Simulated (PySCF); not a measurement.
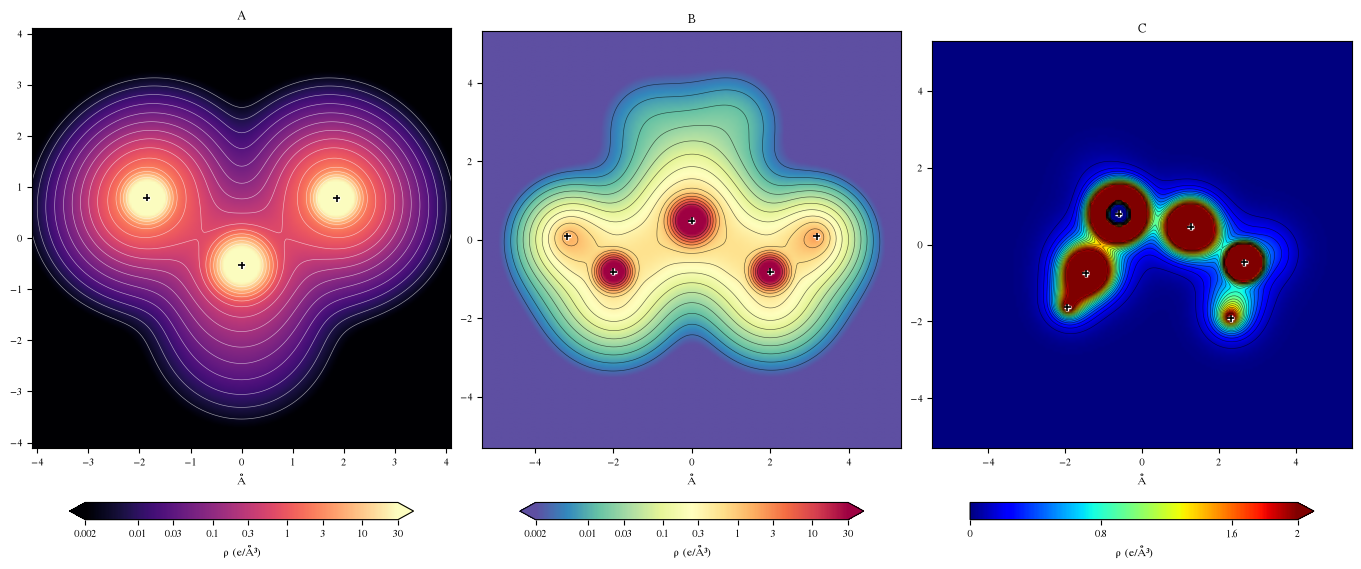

The total electron density of 3 systems, each on a plane through atoms (crosses mark nuclei in the plane).

Level of theory: PBE0/def2-SVPD, SCF density, gas phase (PySCF 2.14.0).

System 1: Br₃ClGe (GeClBr3), the plane of atoms Br4, Ge1 and Br5. Geometry: PBE0-D3(BJ)/def2-SVP.

```xyz
5

Ge    0.0133   -0.0211    0.0117
Cl   -0.2051   -0.1309    2.1336
Br    2.2324    0.0109   -0.5079
Br   -0.9907    1.8721   -0.7662
Br   -0.9750   -1.8415   -0.9333
```

System 2: H₁₀NO₃Si₃Ta (Ta(NH)(OSiH3)3), the plane of atoms N2, Ta1 and O9. Geometry: PBE0-D3(BJ)/def2-SVP; core potentials replace the inner electrons of Ta.

```xyz
18

Ta   -0.0164   -0.0228    0.0895
N     0.3296   -0.2340    1.8122
H     0.5328   -0.3493    2.7964
O     1.3860   -0.8479   -0.9187
Si    2.8520   -1.6271   -1.0740
H     2.9449   -2.7423   -0.0859
H     3.9623   -0.6585   -0.8334
H     2.9623   -2.1743   -2.4570
O    -0.0909    1.8512   -0.2859
Si    0.0244    3.4821    0.0365
H     0.2193    3.7023    1.5002
H    -1.2294    4.1567   -0.4089
H     1.1850    4.0476   -0.7121
O    -1.6966   -0.8570   -0.2855
Si   -3.0522   -1.7324    0.1359
H    -3.1079   -1.9050    1.6180
H    -2.9944   -3.0707   -0.5213
H    -4.2672   -1.0017   -0.3282
```

System 3: ClGeH₉Si₃ (GeCl(SiH3)3), the plane of atoms Si3, Ge1 and Si11. Geometry: PBE0-D3(BJ)/def2-SVP.

```yaml
atoms:
  - { symbol: Ge, position_ang: [0.0106, 0.0068, 0.4400] }
  - { symbol: Cl, position_ang: [0.0837, 0.0262, 2.6411] }
  - { symbol: Si, position_ang: [2.3005, -0.0189, -0.2215] }
  - { symbol: H, position_ang: [2.3895, -0.0025, -1.7140] }
  - { symbol: H, position_ang: [2.9504, -1.2569, 0.3017] }
  - { symbol: H, position_ang: [2.9852, 1.1864, 0.3332] }
  - { symbol: Si, position_ang: [-1.1540, 2.0029, -0.1511] }
  - { symbol: H, position_ang: [-0.3635, 3.1909, 0.2875] }
  - { symbol: H, position_ang: [-2.4916, 2.0060, 0.5119] }
  - { symbol: H, position_ang: [-1.3324, 2.0459, -1.6344] }
  - { symbol: Si, position_ang: [-1.1666, -1.9953, -0.1011] }
  - { symbol: H, position_ang: [-0.4568, -3.1631, 0.4991] }
  - { symbol: H, position_ang: [-1.2180, -2.1542, -1.5878] }
  - { symbol: H, position_ang: [-2.5565, -1.9181, 0.4387] }
```

Which map belongs to which system?

Panel A is system 1, Br₃ClGe: the plane holds Ge and Br. Ge–Br (2.28 Å): ρ is about 0.7 e/Å³ halfway. Panel B is system 3, ClGeH₉Si₃: the plane holds Ge, Si and H. Si–Ge (2.38 Å): ρ at the midpoint is about 0.6 e/Å³. Panel C is system 2, H₁₀NO₃Si₃Ta: the plane holds Ta, N, H, O and Si. Si–O (1.67 Å): ρ is about 1 e/Å³ halfway.
